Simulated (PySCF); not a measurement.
**[MoOS3]2- (MoOS3, charge −2): what the electrons do**

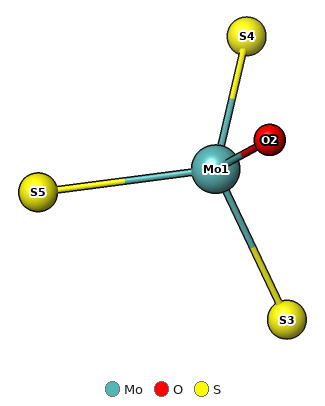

The molecule, with its atoms numbered as below. No frequency check shows the geometry to be a minimum.

Geometry (Å), atoms numbered from 1:

```
Mo1     -0.0000    0.0000    0.2462
O2      -0.0038   -0.0000    1.9230
S3      -0.6084    1.9575   -0.5364
S4      -1.3900   -1.5063   -0.5370
S5       2.0005   -0.4513   -0.5344
```

## 1. Bonding charge

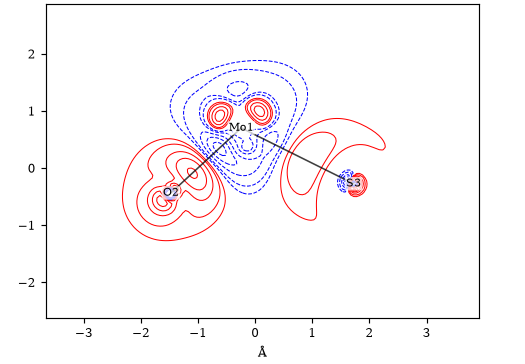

Deformation density (molecule less spherical, spin-averaged free atoms) in the plane of Mo1, O2 and S3; contours at ±0.05 to ±0.8 e/Å³; solid red lines: gain, dashed blue lines: loss.

Computed with PySCF, PBE/def2-SVPD, geometry: GFN2-xTB. Core potentials replace the inner electrons of Mo; spin–orbit coupling isn't included. The highest occupied orbitals have positive energy: in the gas phase this ion holds its electrons only through the finite basis. This is a single-reference result, which may miss multireference character in this system.

**How much density has each bond in this plane gained at its critical point, relative to the free atoms?**

Mo1–O2: +0.16 e/Å³ at the bond critical point (bond length 1.68 Å). Mo1–S3: +0.16 e/Å³ at the bond critical point (bond length 2.19 Å). In all, 2.7 electrons gather in the regions of gain relative to the promolecule of neutral atoms (this includes the anion's extra charge).

**Where do the Hirshfeld charges lie?**

The highest Hirshfeld charge is on Mo1 (+0.30 e), the lowest on S3, S4 and S5 (−0.63 e).

| atom | charge (e) |
| --- | --- |
| Mo1 | +0.30 |
| O2 | −0.43 |
| S3 | −0.63 |
| S4 | −0.63 |
| S5 | −0.63 |

## 2. Bond critical points

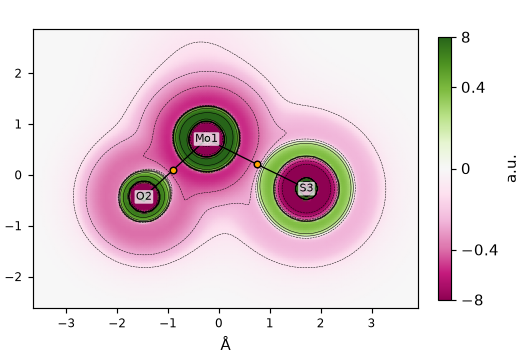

Negative Laplacian of the density (−∇²ρ) in the plane of Mo1, O2 and S3 (green positive, pink negative, colour scale in a.u., logarithmic beyond ±0.04), with bond paths and bond critical points (dots).

**At which bond critical points in this plane is charge locally concentrated, and at which depleted?**

At none is it concentrated. Depleted (∇²ρ > 0): Mo1–O2 (+0.81 a.u., H = −0.214); Mo1–S3 (+0.15 a.u., H = −0.058). A positive Laplacian with negative H is typical of metal–ligand bonds.

## 3. Electrostatic potential

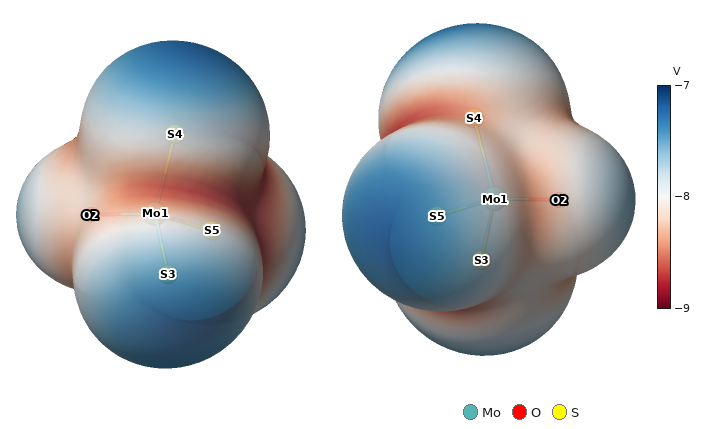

Electrostatic potential on the surface of electron density 0.001 a.u. (back view left, front view right).

**Where are the extremes of the potential on the surface?**

Highest: −7.24 V, 2.3 Å from S3, and at like points elsewhere. Lowest: −8.71 V, about equally far (2.5 Å) from S4 and S5, over Mo1 (3.0 Å). The surface is sampled at points, so like sites can differ by a few per cent and only the strongest of them is named.

## 4. Localised orbitals

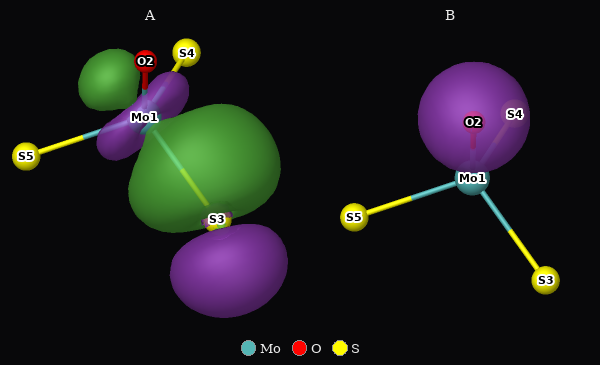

Pipek–Mezey orbitals, occupied; each surface holds about 85 % of the orbital's density. Energies are diagonal elements of the Fock matrix.

Computed with PySCF, PBE0/def2-SVPD, geometry: GFN2-xTB. Core potentials replace the inner electrons of Mo; spin–orbit coupling isn't included. This is a single-reference result, which may miss multireference character in this system.

**Identify each orbital.**

By panel:
- A: σ bond S3–Mo1 (S3 74 %, Mo1 24 %; −3.5 eV)
- B: lone pair on O2 (s-type) (O2 97 %; −14.4 eV)
